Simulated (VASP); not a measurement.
Band structure of Mg2SeS (space group P-4m2). All values below come from PBEsol GGA with spin-orbit coupling, VASP's PBE PAW potentials (set 64) (plane waves; VASP).

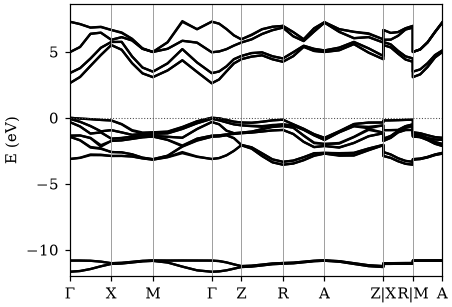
Bands along high-symmetry lines, zero at the valence-band maximum or, without a gap, the Fermi level

Read the plot: is there a gap, and where are the band edges?

The gap is direct, 2.61 eV, from the valence maximum at Γ to the conduction minimum at Γ.

The structure comes from a computed database's Mg2SeS entry (P-4m2); how it stands against other phases isn't given here. It was relaxed first.
